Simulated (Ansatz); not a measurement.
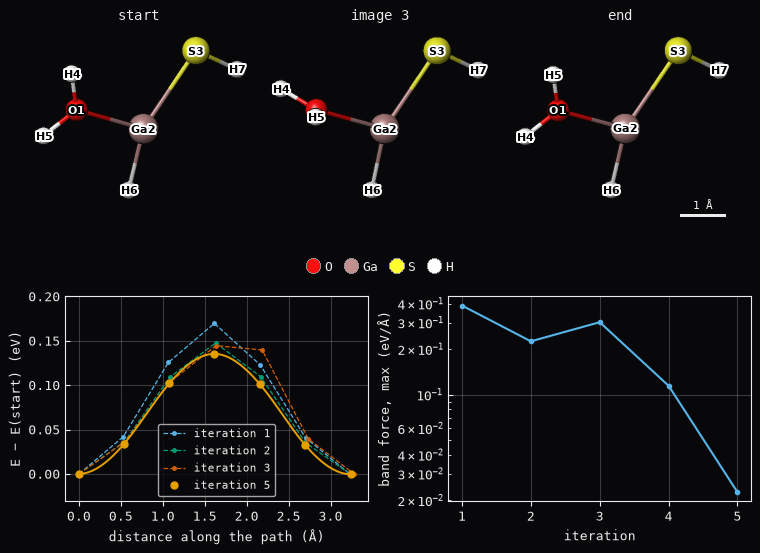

A search for the minimum-energy path of GaH$_{4}$SO (charge +1) by the nudged elastic band. Images are numbered from 0 (start) to 6 (end). The plot follows the band through its iterations. The picture is a ball-and-stick view, seen at a tilt.

These are results of RKS PBE0-D4/def2-SVP in Ansatz, not measurements. Settings: 5 movable images; climbing image; force threshold 0.05 eV/Å; iteration limit 45; starting path by image-dependent pair potential.

**How did the profile develop, and is the result final?**

The result is final at these settings. The band converged in 5 iterations. The largest component of the band force went from 0.39 to 0.023 eV/Å. The climbing image converged on the top of the path. Its vibrational analysis gives one imaginary mode (251i cm⁻¹), as a transition state must have. The first iteration put the highest image at 0.170 eV. The barrier is about 0.135 eV in both directions, with image 3 at the top; the ends have nearly the same energy.

Cost: 3.4 min on 1 thread of Intel(R) Xeon(R) Processor @ 2.50GHz (Skylake/Cascade Lake), with other jobs on the host, peak memory 0.19 GiB.
